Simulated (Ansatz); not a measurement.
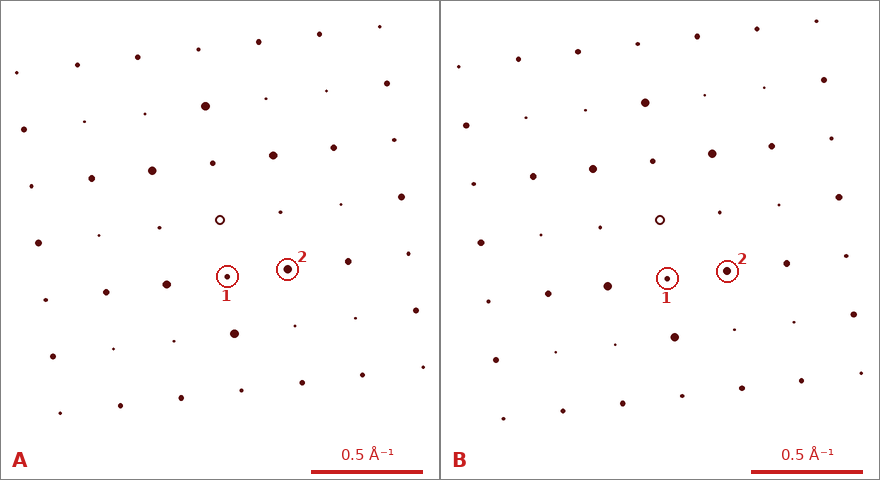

Kinematic electron diffraction patterns (120 kV, B = 0.5 Å², same scale) along [100] of the run's own cell, for the start and the end of one relaxation of Zn2Se with DFT PBE, scalar-relativistic, plane waves, PAW (Ansatz 0.2.0). k mesh 12×12×12. The start is a generated model structure, and the relaxation ends in the nearest stationary point of its symmetry, not necessarily the ground state. Spot 1 is 0 0 -1 and spot 2 is 0 1 -1 in both.

Start structure:

```yaml
crystal:
  lattice:
    - [4.18983, 0.00000, 0.00000]
    - [-2.09491, 3.62850, 0.00000]
    - [0.00000, 0.00000, 3.86455]
  atoms:
    - { symbol: Zn, position: [0.33333, 0.66667, 0.50000] }
    - { symbol: Zn, position: [0.66667, 0.33333, 0.50000] }
    - { symbol: Se, position: [0.00000, 0.00000, 0.00000] }
```

### Which pattern belongs to the start structure, and which to the relaxed one?

A is the start: its cell gives d(1) = 3.865 Å, d(2) = 2.645 Å and an angle of 46.8°. B is the relaxed structure, with d(1) = 3.744 Å (-3.1 %), d(2) = 2.625 Å (-0.7 %) and 45.5°.

### What did the relaxation do to the structure and the energy?

The volume changed by -0.2 % to 19.54 Å³ an atom; the fractional coordinates hardly changed; the space group stayed P6/mmm (No. 191); the free energy fell by 7.5 meV an atom. Relaxed cell: a = 4.252 Å, b = 4.252 Å, c = 3.744 Å, α = 90.00°, β = 90.00°, γ = 120.00°.
